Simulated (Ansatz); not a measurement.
**Nudged elastic band of ZrH$_{3}$SOF$_{3}$ (part 2 of 2)**

Continued. System: ZrH$_{3}$SOF$_{3}$. Method: RHF/def2-SVP (Ansatz 0.2.0). It belongs to a series of runs on one base structure; here: band between the two ends.

Geometry of the input (Å):
```
Zr -0.0845  0.0257  0.0477
O  -0.5815  0.1328  1.8956
H  -0.9117  0.3527  2.7480
F  1.7702  0.4132  -0.2813
F  -0.9225  1.5434  -0.7534
F  -0.9380  -1.4072  -0.9142
S  1.4044  -2.5937  0.8703
H  0.3848  -3.2968  1.3692
H  1.9174  -2.2708  2.0596
```

## What the program printed, continued
```
NEB iter  35: max|band force component| = 2.464e-1 eV/Å  barrier→ = 1.0585 eV  barrier← = 1.1175 eV  CI = image 3  Δτ_max = 0.0678 Å  (274 SCF iters)
the calculation of the forces begins
reference -22283.09335690 eV, -818.8885768431 hartree; 33, 33 occupied and 87, 87 virtual orbitals, 1246 factors
1245 factors; integrals over basis functions are off by at most 1.4e-3 eV
mean field -22282.08885566 eV, -818.8516621032 hartree, gradient 1.2e-5 eV, S^2 0.000000; 1 other end points of the search recorded, 0 dependent functions left out
the calculation of the forces begins
reference -22282.08885566 eV, -818.8516621032 hartree; 33, 33 occupied and 87, 87 virtual orbitals, 1245 factors
NEB iter  36: max|band force component| = 4.076e-2 eV/Å  barrier→ = 1.0585 eV  barrier← = 1.1175 eV  CI = image 3  Δτ_max = 0.0000 Å  (722 SCF iters)
```

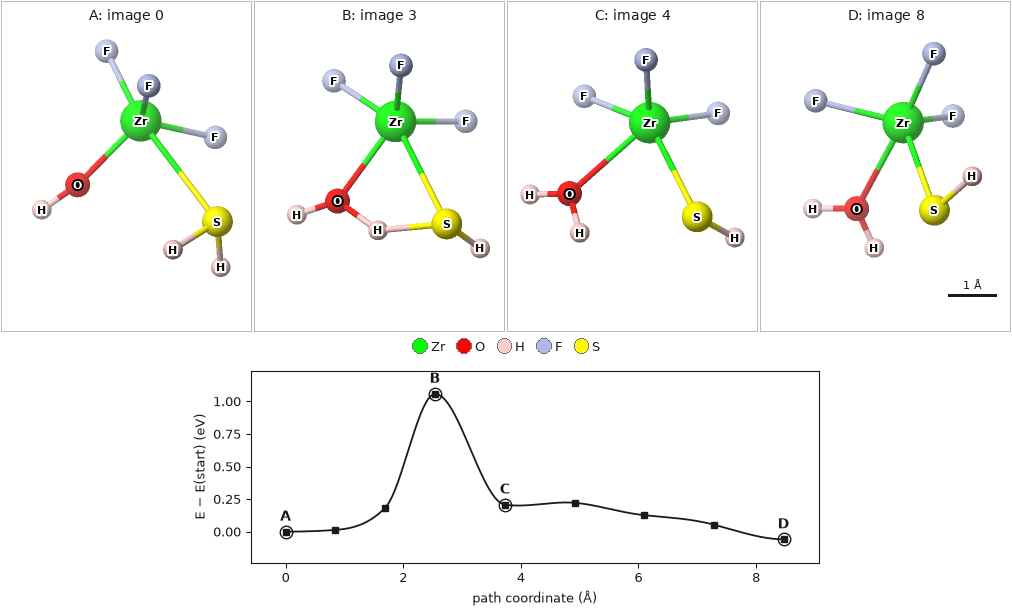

Figure 1. Images of the last band (counted from 0; ball-and-stick, seen at a tilt) above the energy along the path; the line is a cubic interpolation that uses the forces. The highest image is number 3, 1.058 eV above the start and 1.118 eV above the end (the climbing image); the end lies 0.059 eV below the start. A further maximum stands at image 5, 0.222 eV from the start, so the path isn't one elementary step. The path is 8.47 Å long. The band converged in 36 iterations.

```
Total energy: -22282.08885566 eV, -818.8516621032 hartree
Atom 0 at     0.149293    -0.255098    -0.062667 Å, force    -0.000306     0.000194     0.000080 eV/Å
Atom 1 at    -0.069146    -0.272898     2.025095 Å, force     0.000216     0.000172    -0.000207 eV/Å
Atom 2 at    -0.466147     0.242136     2.714899 Å, force    -0.000121    -0.000019     0.000008 eV/Å
Atom 3 at     1.767656     0.392736    -0.817686 Å, force     0.000073     0.000007    -0.000064 eV/Å
Atom 4 at    -0.960555     1.293071    -0.168516 Å, force     0.000119    -0.000235     0.000037 eV/Å
Atom 5 at    -0.837427    -1.470489    -1.145283 Å, force     0.000048     0.000064     0.000038 eV/Å
Atom 6 at     1.421074    -2.402213     1.275107 Å, force    -0.000044    -0.000113    -0.000035 eV/Å
Atom 7 at     0.448620    -3.302738     1.095584 Å, force     0.000093     0.000050    -0.000001 eV/Å
Atom 8 at     0.585131    -1.325108     2.125068 Å, force    -0.000079    -0.000120     0.000144 eV/Å
Dipole moment:    -0.267024    -0.049374     0.738082 e Å
this run last wrote the band of iteration 36 to [file]
```

## The last band as extended XYZ (Å, eV, eV/Å)
```
9
Properties=species:S:1:pos:R:3:forces:R:3 image=0 energy=-22283.14732
Zr   -0.0845    0.0257    0.0477    0.0067  -0.0061  -0.0235
O    -0.5815    0.1328    1.8956   -0.0053   0.0070   0.0140
H    -0.9117    0.3527    2.7480   -0.0010  -0.0060   0.0083
F     1.7702    0.4132   -0.2813   -0.0037  -0.0027   0.0027
F    -0.9225    1.5434   -0.7534    0.0008   0.0022  -0.0028
F    -0.9380   -1.4072   -0.9142   -0.0018   0.0035  -0.0031
S     1.4044   -2.5937    0.8703   -0.0114  -0.0048   0.0101
H     0.3848   -3.2968    1.3692    0.0116   0.0100  -0.0031
H     1.9174   -2.2708    2.0596    0.0041  -0.0031  -0.0028
9
Properties=species:S:1:pos:R:3:forces:R:3 image=1 energy=-22283.13352
Zr   -0.0531    0.0113    0.0364    0.0170   0.0197  -0.0064
O    -0.4150    0.1568    1.9173   -0.0029  -0.0091  -0.0419
H    -0.7087    0.4197    2.7703   -0.0143   0.0159   0.0421
F     1.7422    0.4687   -0.4700   -0.0298  -0.0037   0.0138
F    -1.0410    1.4664   -0.7050    0.0002   0.0082  -0.0284
F    -0.8811   -1.4814   -0.8585    0.0145   0.0099   0.0303
S     1.5156   -2.5077    1.0351   -0.0167  -0.0199  -0.0146
H     0.4808   -3.3494    0.9700    0.0144  -0.0042   0.0051
H     1.3988   -2.2850    2.3460    0.0177  -0.0168   0.0001
9
Properties=species:S:1:pos:R:3:forces:R:3 image=2 energy=-22282.96248
Zr    0.0297   -0.0779   -0.0016   -0.0695   0.0962   0.0261
O    -0.2207   -0.0599    1.9318   -0.0749   0.1356  -0.0492
H    -0.5699    0.3406    2.7093   -0.0468   0.0762  -0.0103
F     1.7523    0.4350   -0.6676   -0.0039  -0.0014   0.0710
F    -1.0494    1.4327   -0.4232   -0.0342   0.0803  -0.1527
F    -0.8317   -1.4769   -1.0001   -0.0080  -0.0065   0.0902
S     1.5006   -2.4820    1.2116    0.0338  -0.0537  -0.0319
H     0.5024   -3.3513    1.0345    0.0099  -0.0292  -0.0190
H     0.9252   -1.8608    2.2469    0.1936  -0.2976   0.0759
9
Properties=species:S:1:pos:R:3:forces:R:3 image=3 energy=-22282.08886
Zr    0.1493   -0.2551   -0.0627   -0.0003   0.0002   0.0001
O    -0.0691   -0.2729    2.0251    0.0002   0.0002  -0.0002
H    -0.4661    0.2421    2.7149   -0.0001   0.0000   0.0000
F     1.7677    0.3927   -0.8177    0.0001   0.0000  -0.0001
F    -0.9606    1.2931   -0.1685    0.0001  -0.0002   0.0000
F    -0.8374   -1.4705   -1.1453    0.0000   0.0001   0.0000
S     1.4211   -2.4022    1.2751    0.0000  -0.0001   0.0000
H     0.4486   -3.3027    1.0956    0.0001   0.0001   0.0000
H     0.5851   -1.3251    2.1251   -0.0001  -0.0001   0.0001
9
Properties=species:S:1:pos:R:3:forces:R:3 image=4 energy=-22282.93974
Zr    0.2471   -0.5039   -0.0999    0.0144  -0.0351  -0.0054
O     0.0788   -0.1203    2.1506    0.0212   0.0211   0.0222
H    -0.4657    0.5153    2.5995    0.0020   0.0398  -0.0174
F     1.7411    0.4068   -0.8332   -0.0022   0.0011  -0.0018
F    -1.0499    0.9160    0.1008   -0.0071  -0.0530   0.0443
F    -0.7320   -1.5290   -1.3667    0.0139  -0.0031  -0.0330
S     1.3724   -2.5325    1.0464   -0.0093  -0.0233  -0.0377
H     0.4530   -3.4444    0.7156   -0.0034  -0.0216  -0.0605
H     0.3937   -0.8087    2.7285   -0.0295   0.0743   0.0892
9
Properties=species:S:1:pos:R:3:forces:R:3 image=5 energy=-22282.92523
Zr    0.2989   -0.4832   -0.1207    0.0021   0.0004  -0.0003
O    -0.2550   -0.4100    2.1214   -0.0111  -0.0073   0.0017
H    -0.7072    0.3426    2.4866   -0.0070  -0.0051  -0.0052
F     1.6518    0.2452   -1.2364   -0.0013  -0.0067  -0.0130
F    -0.5944    1.1994    0.2433    0.0175   0.0101   0.0046
F    -1.0172   -1.4699   -1.0688   -0.0092   0.0032   0.0091
S     1.7483   -2.3567    0.8662    0.0105   0.0049  -0.0042
H     0.7446   -3.2407    0.9542    0.0063   0.0060   0.0071
H     0.1689   -0.9273    2.7959   -0.0077  -0.0056   0.0003
9
Properties=species:S:1:pos:R:3:forces:R:3 image=6 energy=-22283.02026
Zr    0.3460   -0.4541   -0.1401    0.0035   0.0020  -0.0008
O    -0.5460   -0.6250    2.0619   -0.0184  -0.0120  -0.0027
H    -0.8645    0.1942    2.4242   -0.0096  -0.0073  -0.0052
F     1.3550    0.0473   -1.6709   -0.0144  -0.0137  -0.0252
F    -0.0036    1.3427    0.4676    0.0394   0.0097   0.0129
F    -1.1932   -1.3501   -0.8075   -0.0097   0.0087   0.0142
S     1.9898   -2.1176    0.8369    0.0134   0.0128  -0.0001
H     1.0520   -3.0324    1.1233    0.0140   0.0110   0.0106
H    -0.0969   -1.1055    2.7462   -0.0182  -0.0112  -0.0035
9
Properties=species:S:1:pos:R:3:forces:R:3 image=7 energy=-22283.09336
Zr    0.3157   -0.4678   -0.0414   -0.0021  -0.0026   0.0121
O    -0.6317   -0.4772    2.1218   -0.0111   0.0196   0.0051
H    -0.9318    0.3126    2.5537   -0.0078   0.0170   0.0143
F     1.2249   -0.2424   -1.6999   -0.0104  -0.0380  -0.0027
F     0.1575    1.3844    0.4447    0.0246   0.0060  -0.0037
F    -1.2626   -1.3496   -0.6423   -0.0075   0.0028   0.0181
S     1.8795   -2.0461    1.1732   -0.0162   0.0042   0.0427
H     1.6701   -3.0887    0.3625    0.0681  -0.0085  -0.0887
H    -0.3832   -1.1258    2.7692   -0.0376  -0.0006   0.0030
9
Properties=species:S:1:pos:R:3:forces:R:3 image=8 energy=-22283.20639
Zr    0.2575   -0.5514   -0.0087   -0.0055   0.0017  -0.0057
O    -0.6666   -0.4572    2.1552   -0.0038  -0.0113  -0.0162
H    -0.7170    0.3716    2.6151    0.0036   0.0256   0.0101
F     1.1547   -0.5259   -1.6898   -0.0085   0.0019   0.0017
F     0.3417    1.3042    0.4917    0.0022  -0.0024  -0.0008
F    -1.4636   -1.2149   -0.5100    0.0081   0.0024  -0.0042
S     1.7187   -2.2146    1.1720    0.0105  -0.0107   0.0026
H     2.3714   -2.6559    0.0911    0.0014   0.0030   0.0003
H    -0.9584   -1.1565    2.7252   -0.0080  -0.0102   0.0124
```

## Results in brief

- outcome: converged
- barrier, forward: 1.058 eV
- barrier, backward: 1.117 eV
- wall time: 9.8 min (CPU time 18 min)
- peak memory: 0.28 GiB

## Remarks

The order of the saddle point was not checked.
